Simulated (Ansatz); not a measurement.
# B3LYP/6-31G(d) (spherical functions) run of CHClFN (SMILES [H]/N=C(/F)Cl)

What is the vertical electron affinity of CHClFN at B3LYP/6-31G* (spherical functions)? 

The results are computed with Ansatz 0.2.0.

84 further runs of the same task are left out: 84 set aside as unsound or not needed. Runs told in other sessions of the task aren't counted.

### 1 The structure to begin with

The species is CHClFN (5 atoms), meant as a singlet with charge 0. SMILES: `[H]/N=C(/F)Cl`. The shape is that of a PBE0-D4/def2-TZVP optimisation.

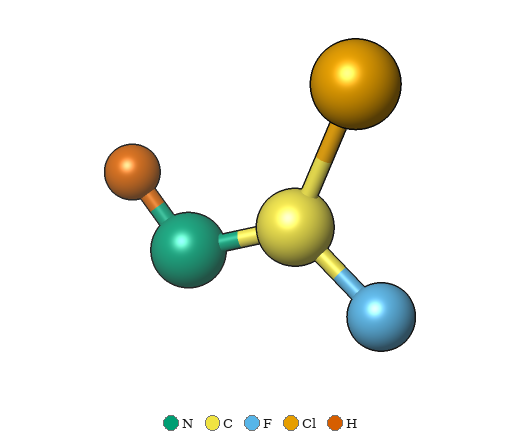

The structure, seen from a chosen angle (nitrogen teal, carbon yellow, fluorine blue, chlorine amber, hydrogen orange).

### 2 A single-point energy at B3LYP/6-31G(d) (spherical functions)

Input file in.yaml:

```yaml
crystal:
  periodic: [false, false, false]
  atoms:
    - {symbol: "N", position_ang: [0.321100, 0.940500, 0.274400]}
    - {symbol: C, position_ang: [0.137900, -0.274600, 0.128500]}
    - {symbol: F, position_ang: [0.810300, -1.157400, 0.832100]}
    - {symbol: Cl, position_ang: [-0.953500, -1.081700, -0.943200]}
    - {symbol: H, position_ang: [-0.266000, 1.499600, -0.333300]}
basis:
  gaussian: {orbitals: 6-31G_st_-spherical.json}
magnetization: {spin_polarized: false, initial_magnetization: 0}
hamiltonian: {xc: {name: B3LYP}}
accuracy: high
output: {orbitals: {seedname: orbitals}}
```

The basis set 6-31G* is read from a file made from the Basis Set Exchange's data (not shown).

Command:

```
ansatz run in.yaml --threads 1 --pin off --max-ram 2610MiB --events-out events.jsonl --progress --plain --runs-dir runs
```

Log:

```text
Warning: RAYON_NUM_THREADS=1 ignored (pool sized by the plan → 1); use --threads N
Functional definition: B3LYP
  name "B3LYP"
  parameter a0 = 0.2
  parameter ax = 0.72
  parameter ac = 0.81
  exchange = (1 - a0 - ax)*slater_x + ax*b88_x + a0*exact_x
  correlation = (1 - ac)*vwn_rpa_c + ac*lyp_c
1354 factors; integrals over basis functions are off by at most 3.8e-9 eV
mean field evaluation 1: about -17776.1955 eV, gradient 5.2e1 eV
mean field evaluation 2: about -17757.1650 eV, gradient 1.0e2 eV
mean field evaluation 4: about -17781.4390 eV, gradient 5.3e0 eV
mean field evaluation 8: about -17781.6382 eV, gradient 8.0e-1 eV
mean field evaluation 16: about -17781.6397 eV, gradient 2.1e-5 eV
mean field -17781.63971224 eV, -653.4632065964 hartree, gradient 1.6e-8 eV, S^2 0.000000; 0 other end points of the search recorded, 0 dependent functions left out
reference -17781.63973973 eV, -653.4632076069 hartree; 20, 20 occupied and 42, 42 virtual orbitals, 1354 factors
Total energy: -17781.63973973 eV, -653.4632076069 hartree
```

Wall time 4.5 s (1 thread of Arm Neoverse V1, shared host); peak memory 0.17 GiB.

### 3 The doublet anion, same level

Input file molecule.yaml:

```yaml
crystal:
  periodic: [false, false, false]
  atoms:
    - {symbol: N, position_ang: [0.321100, 0.940500, 0.274400]}
    - {symbol: C, position_ang: [0.137900, -0.274600, 0.128500]}
    - {symbol: F, position_ang: [0.810300, -1.157400, 0.832100]}
    - {symbol: Cl, position_ang: [-0.953500, -1.081700, -0.943200]}
    - {symbol: H, position_ang: [-0.266000, 1.499600, -0.333300]}
basis:
  gaussian: {orbitals: 6-31G_st_-spherical.json}
output: {orbitals: {seedname: orbitals}}
total_charge: -1
magnetization: {spin_polarized: true, initial_magnetization: 1}
accuracy: high
hamiltonian: {xc: {name: B3LYP}}
```

The basis set 6-31G* is read from a file made from the Basis Set Exchange's data (not shown).

Command:

```
ansatz run molecule.yaml --threads 1 --pin off --max-ram 2610MiB --events-out events.jsonl --progress --plain --runs-dir runs
```

Log (excerpt; [...] marks lines left out):

```text
Warning: RAYON_NUM_THREADS=1 ignored (pool sized by the plan → 1); use --threads N
[... 7 set-up lines as earlier in the session ...]
1354 factors; integrals over basis functions are off by at most 3.8e-9 eV
mean field evaluation 1: about -17774.2099 eV, gradient 3.4e1 eV
mean field evaluation 2: about -17750.2658 eV, gradient 7.6e1 eV
mean field evaluation 4: about -17778.8070 eV, gradient 5.4e0 eV
mean field evaluation 8: about -17779.0725 eV, gradient 1.7e-1 eV
mean field evaluation 16: about -17779.0727 eV, gradient 1.4e-4 eV
mean field evaluation 32: about -17779.0727 eV, gradient 4.9e-8 eV
mean field -17779.07270662 eV, -653.3688708799 hartree, gradient 4.9e-8 eV, S^2 0.753324; 2 other end points of the search recorded, 0 dependent functions left out
reference -17779.07273450 eV, -653.3688719047 hartree; 21, 20 occupied and 41, 42 virtual orbitals, 1354 factors
Total energy: -17779.07273450 eV, -653.3688719047 hartree
```

It took 14 s on 1 thread of Arm Neoverse V1, shared host; peak memory 0.24 GiB.

### 4 Outcome

Level: B3LYP/6-31G* (spherical functions).

```
                                         quantity          value
                     singlet CHClFN: total energy  -653.46321 Eh
                      singlet CHClFN: HOMO energy       -8.50 eV
                      singlet CHClFN: LUMO energy       -0.28 eV
                    singlet CHClFN: HOMO–LUMO gap        8.22 eV
                      doublet anion: total energy  -653.36887 Eh
doublet anion: HOMO energy (highest over α and β)        5.46 eV
 doublet anion: LUMO energy (lowest over α and β)        7.51 eV
                              doublet anion: ⟨S²⟩          0.753
vertical electron affinity (to the doublet anion)      -2.567 eV
```

The anion lies 2.57 eV (248 kJ/mol) above the neutral: the electron isn't bound at this level, and such a value depends on the basis. Without diffuse functions anions come out too high. The HOMO (doublet anion) lies at positive energy, 5.46 eV, from the functional's self-interaction, a short basis or an electron that isn't bound; only total energies against the neutral tell.
